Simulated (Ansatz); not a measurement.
**Fields on a plane of SiO2 (rutile)**

```xyz
6
Lattice="4.1946 0.0000 0.0000 0.0000 4.1946 0.0000 0.0000 0.0000 2.6784" Properties=species:S:1:pos:R:3 pbc="T T T"
Si     0.0000     0.0000     0.0000
Si     2.0973     2.0973     1.3392
O      1.2838     1.2838     0.0000
O      3.3811     0.8135     1.3392
O      0.8135     3.3811     1.3392
O      2.9108     2.9108     0.0000
```

The slice is a (-1 2 0) plane (indices of the conventional cell) through the point (0.306, 0.306, 0.000) (fractional), spanned by u = [001] and v = [210] in vectors of this cell: u (2.68 Å) and v (9.38 Å, at 90° to u). It covers one period; positions are fractions (u, v).

Atoms on it: O at (0.00, 0.00); O at (0.50, 0.46), 0.2 Å off the plane. Other atoms lie within 1 Å of the plane.

These are PBEsol (plane waves to 420 eV, PAW, scalar-relativistic; Ansatz, a program for electronic structure) values and carry that method's errors. k mesh 8×8×12. Near the nuclei the fields are pseudised (PAW); where an atom keeps semicore shells as valence, they peak there. SiO2 was relaxed with its symmetry unable to fall.

```
|--.   .-|
| ..   ..|
|=-:   :-|
|+=:   :=|
|=-  :  -|
|-:  .  :|
|.       |
|        |
|        |
|        |
|        |
|  .:::. |
|  .*#*. |
|   -=-  |
|        |
|        |
|        |
|        |
|   :-:  |
| .-+++-.|
|.:=***=:|
| .:=+=:.|
|+: :-: :|
|@%. . .%|
```
Scale: ten equal steps from 0.001 (start of ' ') to 0.277 (end of '@'), in the order ' .:-=+*#%@'. Values: density of the lowest conduction band (whole band as if filled, smooth part) in e/Å³. The map has 8 points along u (one character each, u = 0 at the left) and 24 along v (v = 0 in the bottom row). 

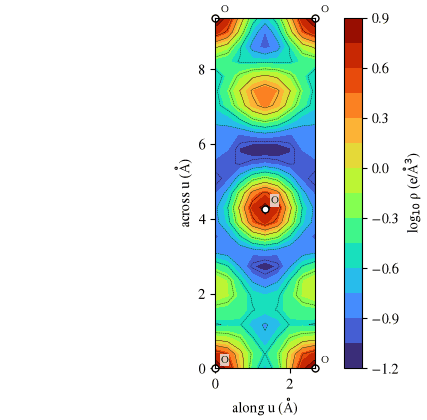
Figure. Log₁₀ of the valence density in e/Å³, one period of the plane, atoms marked. The scale is logarithmic, as a density can span decades between atoms and voids.
